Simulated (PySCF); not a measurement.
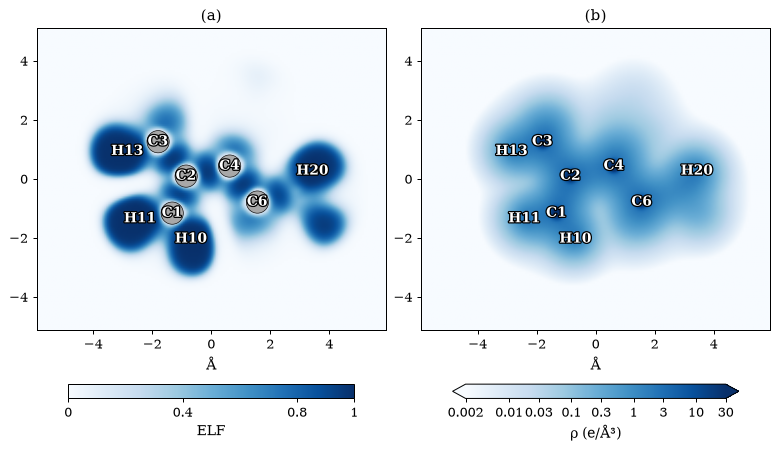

Figure 1: C₈H₁₆Si. (a) electron localisation function; (b) electron density on the plane of atoms C1, C2 and C4. Grey discs cover the atomic cores in the ELF map.

Geometry: PBE0-D3(BJ)/def2-SVP.

Computed with PBE0/pcSseg-1, SCF density, gas phase, non-relativistic in PySCF.

```xyz
25

C     2.0178   -0.3672    1.5425
C     1.5661    0.0562    0.3537
C     2.4714    0.8288   -0.5662
C     0.1663   -0.2083   -0.1536
C     0.2145   -0.9804   -1.4838
C    -0.7504   -0.9464    0.8439
C    -2.2194   -0.7316    0.4740
C    -2.4645    0.7784    0.3230
Si   -0.8375    1.4209   -0.4132
H     1.4093   -0.9570    2.2300
H     3.0363   -0.1332    1.8661
H     1.9791    1.7385   -0.9520
H     3.3951    1.1336   -0.0555
H     2.7587    0.2295   -1.4456
H     0.7066   -1.9572   -1.3369
H    -0.7948   -1.1706   -1.8806
H     0.7640   -0.4368   -2.2656
H    -0.4912   -2.0186    0.8966
H    -0.5903   -0.5324    1.8541
H    -2.4475   -1.2449   -0.4753
H    -2.8834   -1.1827    1.2292
H    -2.6021    1.2427    1.3143
H    -3.3611    1.0147   -0.2689
H    -0.2757    2.5846    0.3415
H    -0.9276    1.8001   -1.8596
```

What does the map show?

Answer. The plane passes through C and H nuclei. C–C (1.34 Å): ρ is about 2.2 e/Å³ halfway; the ELF peaks at about 0.90 between the atoms; a short, multiple covalent bond. C–H (1.09 Å): the density is about 2 e/Å³ at the midpoint; the ELF climbs to about 1 towards the hydrogen, as it does in any bond to H: a covalent bond by its length. C–C (1.50 Å): ρ is about 1.7 e/Å³ halfway; the ELF peaks at about 0.95 between the atoms, as expected for a covalent bond.
